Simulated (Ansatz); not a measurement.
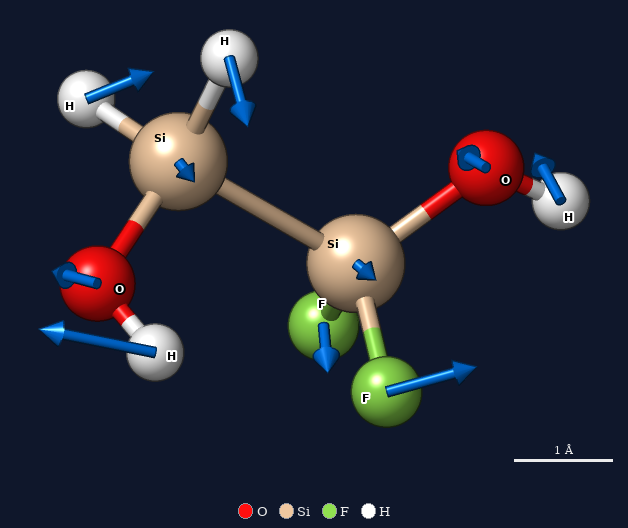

This is a relaxation of Si2H4O2F2. The starting structure is drawn; blue arrows show the displacements, 3 times their true length. The two geometries are superimposed by the best rigid fit.

The picture is a ball-and-stick view, seen at a tilt.

The start comes from PBE-D4/def2-SVP.

Level of theory: RKS PBE0-D4/def2-TZVP (Ansatz 0.2.0). (force threshold 0.005 eV/Å; at most 150 steps)

### Describe the change and its energy.

Over 15 geometry steps the energy falls by 13.5 kJ/mol. The largest force component goes from 1.3 to 0.0028 eV/Å. The atom that moves furthest after the best rigid fit is an H atom (0.42 Å). By element the largest moves are H 0.42 Å, F 0.32 Å, O 0.24 Å, Si 0.10 Å. Among the contacts that change: F–Si 1.645 → 1.597 Å, O–Si 1.687 → 1.649 Å, O–Si 1.656 → 1.622 Å, H–Si 1.508 → 1.489 Å. Among the angles between lasting bonds that change: O–Si–Si 104.9° → 110.5°, Si–Si–F 104.3° → 109.4°, Si–O–H 113.0° → 117.9°. Groups turn about O–Si by about 20°. The run took roughly 4 core-minutes on a shared host.
